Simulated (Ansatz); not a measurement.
**Al3BClH5O: density, localisation and related maps**

The calculation's input:

```
crystal:
  periodic: [false, false, false]
  atoms:
    - { symbol: B, position_ang: [-1.4711, -1.0703, 1.4356] }
    - { symbol: Al, position_ang: [-0.2745, -0.362, -0.0786] }
    - { symbol: Al, position_ang: [0.1128, -1.7712, -2.092] }
    - { symbol: Al, position_ang: [0.8986, 1.8716, 0.1067] }
    - { symbol: O, position_ang: [0.5291, 2.9012, 1.5687] }
    - { symbol: Cl, position_ang: [2.1697, 2.5794, -1.4975] }
    - { symbol: H, position_ang: [-1.6858, -0.3469, 2.3764] }
    - { symbol: H, position_ang: [-2.0006, -2.0649, 1.3262] }
    - { symbol: H, position_ang: [1.1186, -1.23, -3.1914] }
    - { symbol: H, position_ang: [-0.5528, -3.2008, -2.1817] }
    - { symbol: H, position_ang: [1.2214, 2.6371, 2.2481] }
basis:
  gaussian: { orbitals: "6-31G" }
hamiltonian:
  xc: b3lyp
relax:
  f_tol: 0.02
  max_steps: 50
output:
  orbitals: {}
```

Command:

```sh
ansatz run input.yaml --threads 1 --pin off --max-ram 2048MiB --backend cpu --events-out ev --progress --plain --runs-dir out
```

The fields are those of the run's last geometry, not of the input's.

Method: Ansatz 0.2.0, RKS B3LYP/6-31G.

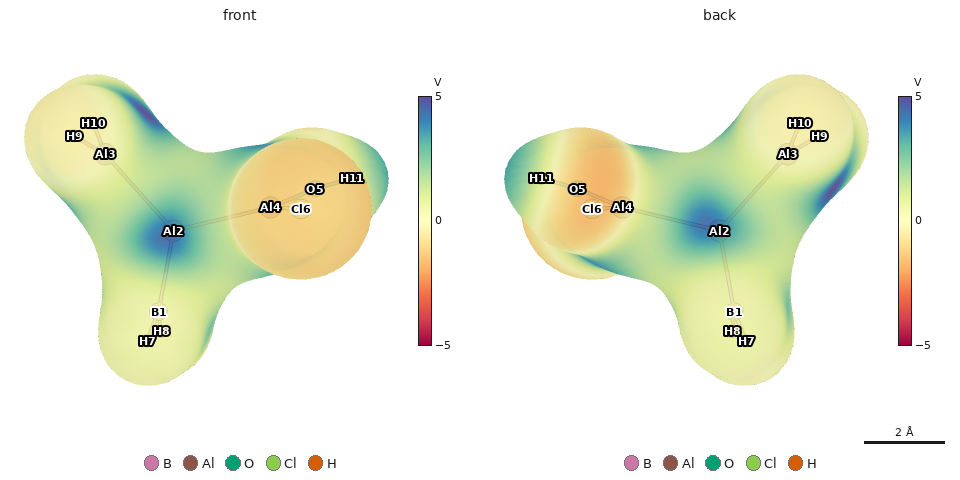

Figure 1. The molecular electrostatic potential painted on the density surface at 0.004 e/bohr³, seen from the front and from behind; red is negative and blue positive.

Q: Which sites attract a positive test charge, and which a negative one?

A: A positive charge is drawn to the negative regions and a negative charge to the positive ones. The most negative region (about −1.7 V) lies over O5, the most positive (about +4.8 V) over Al3. O5 is the likeliest acceptor of a hydrogen bond.

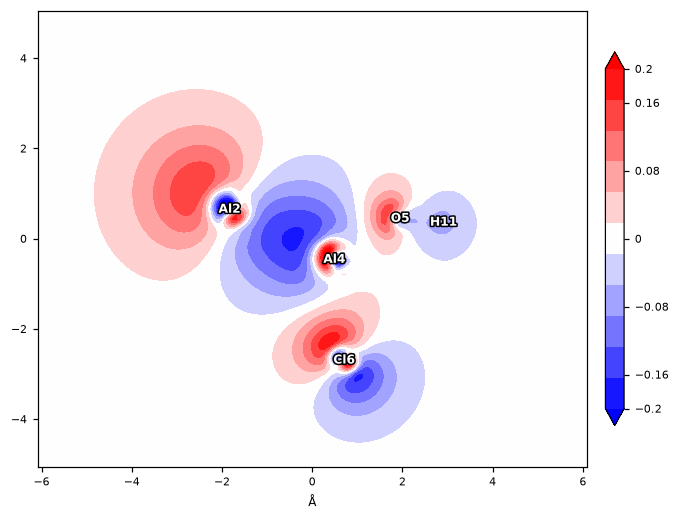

Figure 2. One frontier orbital on the plane of atoms Al4, O5 and H11 (values in Å⁻³ᐟ²; the overall sign is arbitrary).

Q: Which orbital is it: HOMO or LUMO?

A: The HOMO, at −6.86 eV. It lies mainly on Al2 (about 30 %), Al3 (about 30 %), Al4 (about 10 %) and B1 (about 10 %).

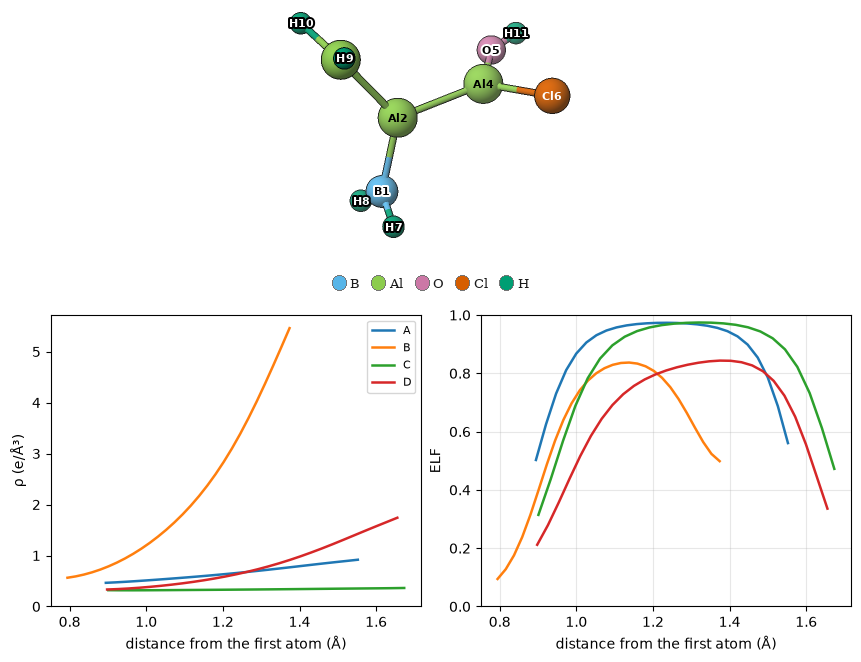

Figure 3. Total electron density and electron localisation function along straight lines between neighbouring atoms. The curves leave out the atomic cores. The structure is drawn too.

Q: Which curve belongs to which contact (Al–Al, Al–B, Al–Cl and Al–O)? The first atom named is at distance zero.

A: Curve A: Al–B (2.10 Å): the density is about 0.54 e/Å³ at the midpoint; the ELF peaks at about 1 between the atoms (localised, covalent bonding). Curve B: Al–O (1.72 Å): the density is about 0.67 e/Å³ at the midpoint; the ELF peaks at about 0.85 in the valence shell of O, 0.6 Å from its nucleus, and is about 0.25 at the midpoint. Curve C: Al–Al (2.57 Å): ρ is about 0.33 e/Å³ halfway; the ELF peaks at about 1 between the atoms, as expected for a covalent bond. Curve D: Al–Cl (2.24 Å): the density is about 0.48 e/Å³ at the midpoint; the ELF peaks at about 0.85 in the valence shell of Cl, 0.9 Å from its nucleus, and is about 0.75 at the midpoint.

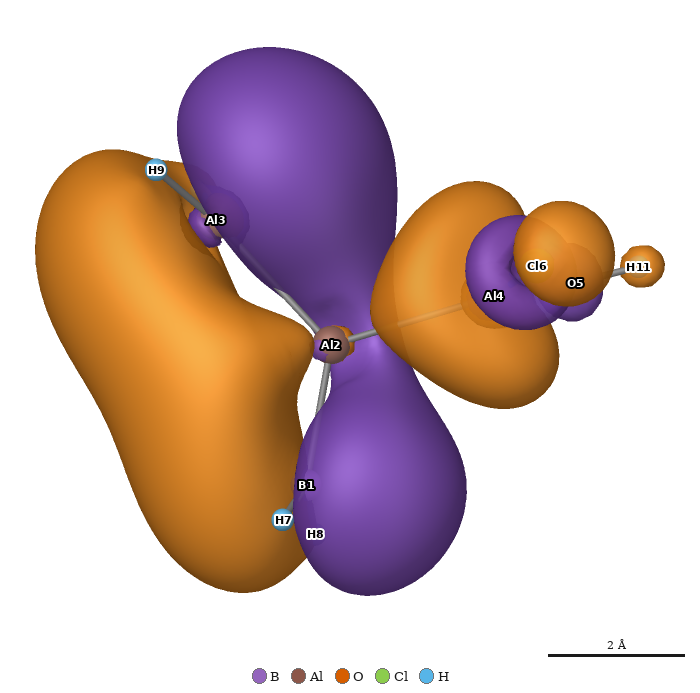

Figure 4. The LUMO at ±0.04 Å⁻³ᐟ² (orange and purple are the two phases), seen at a tilt.

Q: Describe this orbital and give its energy.

A: By Hirshfeld shares it lies mainly on Al3 (about 35 %), B1 (about 30 %), Al2 (about 15 %) and Al4 (about 10 %). Its energy is −2.70 eV.
